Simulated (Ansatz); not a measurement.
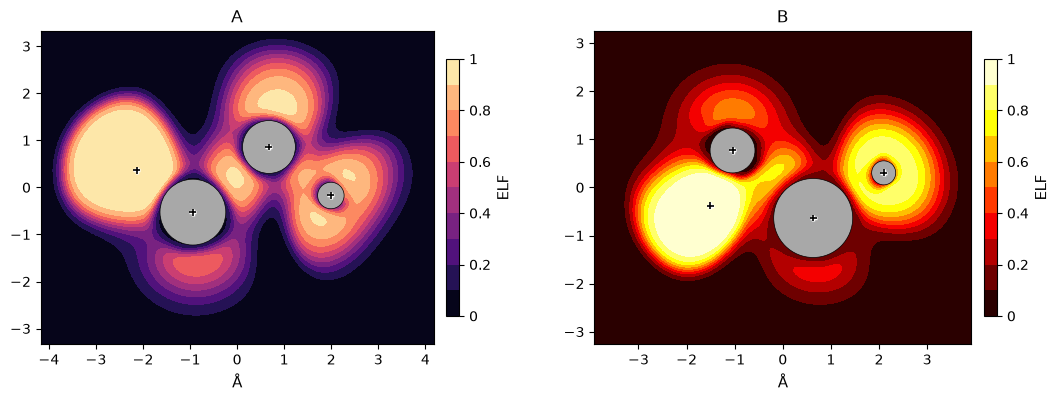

The ELF of 2 systems, each on a plane through atoms (crosses mark nuclei in the plane; grey discs cover the cores).

Method: UKS PBE0-D4/def2-TZVPP in Ansatz 0.2.0.

System 1: H3OSSi (SMILES OS[SiH2]) (doublet), the plane of atoms S2, Si3 and H6. Geometry: PBE0-D4/def2-TZVP.

```tsv
atom	x (Å)	y (Å)	z (Å)
O	-1.4920	-1.0624	-0.4011
S	-0.4084	-0.7995	0.8440
Si	0.4206	1.0793	0.2869
H	-1.0277	-1.5665	-1.0786
H	1.1138	1.0047	-1.0362
H	1.3939	1.3443	1.3850
```

System 2: BFGeH5 (doublet), the plane of atoms F1, Ge3 and B2. The product side of a reaction path; geometry: PBE0-D4/def2-TZVP.

```xyz
8

F    -1.3567   -1.2941    1.1258
B     0.1397    0.2258   -1.2273
Ge   -0.0703   -0.1417    0.9177
H     0.5357   -0.7857   -1.7218
H    -0.8998    0.7372   -1.5213
H    -0.5236    1.1470    1.6128
H     0.9711    0.9220   -0.6336
H     1.2041   -0.8105    1.4475
```

Question: Match each panel to its system.

Answer: Panel A is system 1, H3OSSi: the plane holds O, S, Si and H. S–O (1.67 Å): the ELF peaks at about 0.80 between the atoms (a shared but strongly polarised pair). Panel B is system 2, BFGeH5: the plane holds F, B, Ge and H. Ge–F (1.74 Å): the ELF peaks at about 0.80 in the valence shell of F, 0.5 Å from its nucleus, and is about 0.25 at the midpoint.
